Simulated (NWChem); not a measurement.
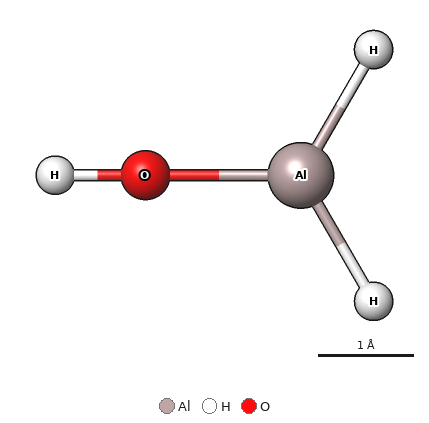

Figure 1. The structure (ball-and-stick view, seen at a tilt). Sticks mark near contacts. Bond lengths as drawn: Al–H 1.53 Å, Al–O 1.64 Å and H–O 0.95 Å.

## Energy and gradient calculation, with input and output: AlH₃O

System: AlH₃O (AlH2(OH)).
Method: CAM-B3LYP/def2-SVP, RKS (NWChem 7.3.0).

The geometry comes from this level: GFN2-xTB.

Input file
```python
from ase import Atoms
from ase.calculators.nwchem import NWChem

system = Atoms(['Al', 'H', 'H', 'O', 'H'], positions=[
    [0.271770, 0.451120, -0.109270],
    [1.798980, 0.417230, -0.221380],
    [-0.481020, 1.769010, -0.311810],
    [-0.555450, -0.920030, 0.226660],
    [-1.034280, -1.717330, 0.415800],
])

calc = NWChem(
    label='alh3o',
    theory='dft',
    memory='2200 mb',
    basis='def2-SVP',
    basispar='spherical bse',
    dft={'xc': 'xcamb88 1.00 lyp 0.81 vwn_5 0.19 hfexch 1.00', 'cam': '0.33 cam_alpha 0.19 cam_beta 0.46', 'mult': '1', 'grid': 'xfine', 'convergence': 'energy 1e-08', 'direct': None, 'iterations': '100', 'mulliken': None},
)
system.calc = calc

forces = system.get_forces()
print("Total energy (eV):", round(system.get_potential_energy(), 6))
print("forces (eV/A):")
for s, f in zip(system.symbols, forces):
    print(f"{s:2s} {f[0]:10.5f} {f[1]:10.5f} {f[2]:10.5f}")
print("dipole (e A):", system.get_dipole_moment().round(4))
```

File alh3o.nwi
```
title "alh3o"

permanent_dir alh3o

scratch_dir alh3o

start alh3o

geometry units angstrom nocenter noautosym noautoz
  Al 2.7177000000000001e-01 4.5112000000000002e-01 -1.0927000000000001e-01
  H  1.7989800000000000e+00 4.1722999999999999e-01 -2.2137999999999999e-01
  H  -4.8102000000000000e-01 1.7690100000000000e+00 -3.1180999999999998e-01
  O  -5.5545000000000000e-01 -9.2003000000000001e-01 2.2666000000000000e-01
  H  -1.0342800000000001e+00 -1.7173300000000000e+00 4.1580000000000000e-01
end

memory 2200 mb

basis spherical bse noprint
   * library def2-SVP
end

dft
  xc xcamb88 1.00 lyp 0.81 vwn_5 0.19 hfexch 1.00
  cam 0.33 cam_alpha 0.19 cam_beta 0.46
  mult 1
  grid xfine
  convergence energy 1e-08
  direct
  iterations 100
  mulliken
end

task dft gradient
```

Machine: 1 thread of Intel Xeon (Granite Rapids), 16 GiB of memory available, shared host.

Run as:
```bash
export ASE_NWCHEM_COMMAND="nwchem PREFIX.nwi > PREFIX.nwo"
python run.py
```

The program's output
```
Total energy (eV): -8689.266536
forces (eV/A):
Al    0.22322    0.35795   -0.08911
H     0.73600   -0.11015   -0.03461
H    -0.44943    0.59830   -0.08274
O    -0.52461   -0.86955    0.20949
H     0.01476    0.02350   -0.00298
dipole (e A): [-0.1639 -0.2732  0.0646]
```

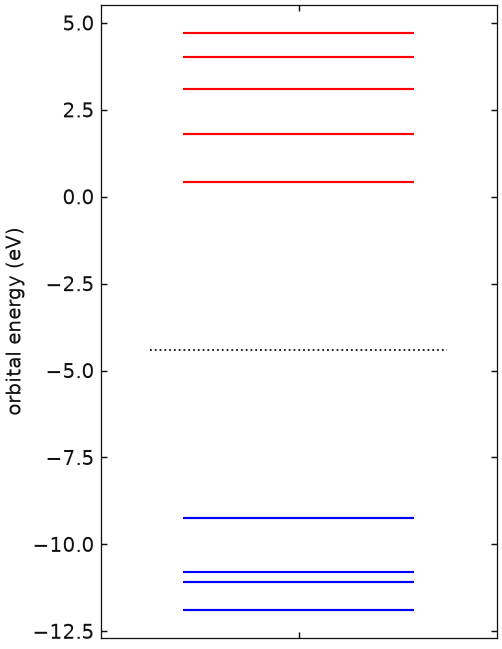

Figure 2. Orbital energies near the frontier; the dotted line parts filled from empty levels, and levels within 0.02 eV of each other stand side by side. Highest filled −9.23 eV, lowest empty 0.42 eV, 9.65 eV apart.

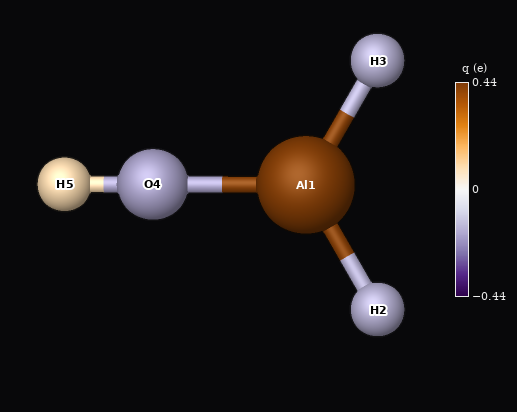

Figure 3. Löwdin charges, as the colour of each atom (ball-and-stick view, seen on its broad side; atoms are numbered from 1 in the order of the input). By element: Al +0.42, H −0.16 to +0.09 and O −0.18 e.

Results in brief

| quantity | value |
| --- | --- |
| outcome | converged |
| total energy | −319.324658 hartree |
| basis functions | 47 |
| largest force | 1.037 eV/Å |
| HOMO | −9.23 eV |
| LUMO | 0.42 eV |
| dipole moment | 1.56 D |
| wall time | 9 s |
| peak memory | 0.12 GiB |
